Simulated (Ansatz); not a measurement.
```yaml
atoms:
  - { symbol: Si, position_ang: [-1.1348, 0.5306, -0.5500] }
  - { symbol: N, position_ang: [0.1972, -0.9311, -0.6371] }
  - { symbol: H, position_ang: [-1.1212, 0.4283, -2.0776] }
  - { symbol: H, position_ang: [-2.5995, 0.2906, -0.3981] }
  - { symbol: H, position_ang: [-0.5572, 1.9030, -0.4673] }
  - { symbol: H, position_ang: [0.8180, 0.2836, 1.7142] }
  - { symbol: F, position_ang: [-0.9070, 0.2574, 1.1402] }
  - { symbol: H, position_ang: [1.0063, -0.6761, -0.0492] }
  - { symbol: O, position_ang: [1.7329, 0.0146, 1.5185] }
  - { symbol: H, position_ang: [0.4853, -1.1205, -1.5892] }
  - { symbol: H, position_ang: [-0.1941, -1.7784, -0.2359] }
  - { symbol: H, position_ang: [2.2742, 0.7982, 1.6316] }
```

The product side of a reaction path; geometry: PBE0-D4/def2-TZVP.

Level of theory: RKS PBE0-D4/def2-TZVPP in Ansatz 0.2.0.

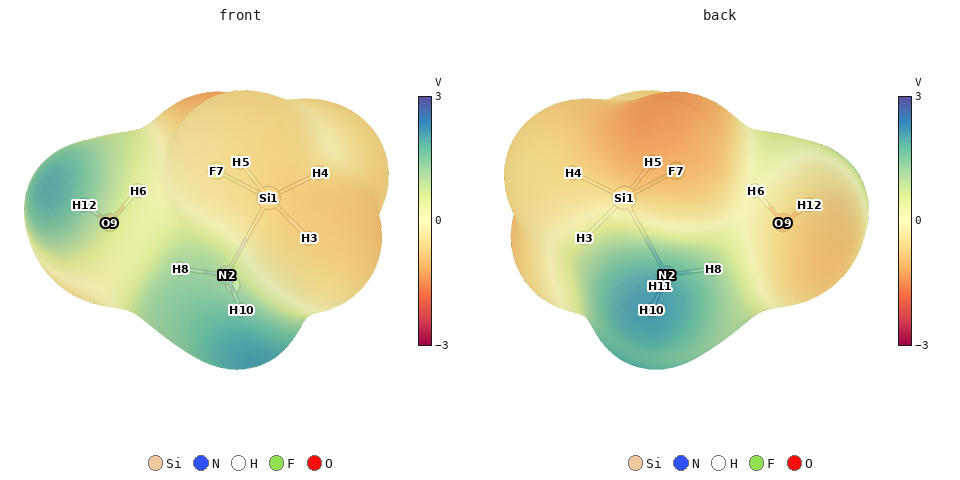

FH6NSi···H2O. The molecular electrostatic potential painted on the density surface at 0.001 e/bohr³, seen from the front and from behind; red is negative and blue positive.

Question: Where is the surface potential most negative and most positive?

Answer: The most negative region (about −1.4 V) lies over F7, the most positive (about +2.2 V) over H10 and H11.
